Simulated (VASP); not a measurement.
Band structure of AgCl (rock salt). Level of theory: PW91 GGA, VASP's PBE PAW potentials (set 64) (plane waves; VASP 6.6.1).

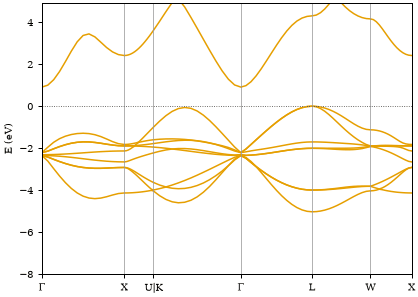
Figure. Bands along high-symmetry lines, zero at the valence-band maximum or, without a gap, the Fermi level

Problem. Read the plot: is there a gap, and where are the band edges?

Solution. The gap is indirect, 0.91 eV, from the valence maximum at L to the conduction minimum at Γ. (Edges off the drawn lines would not show.)

The compound is AgCl in the rock salt structure. It was relaxed first.
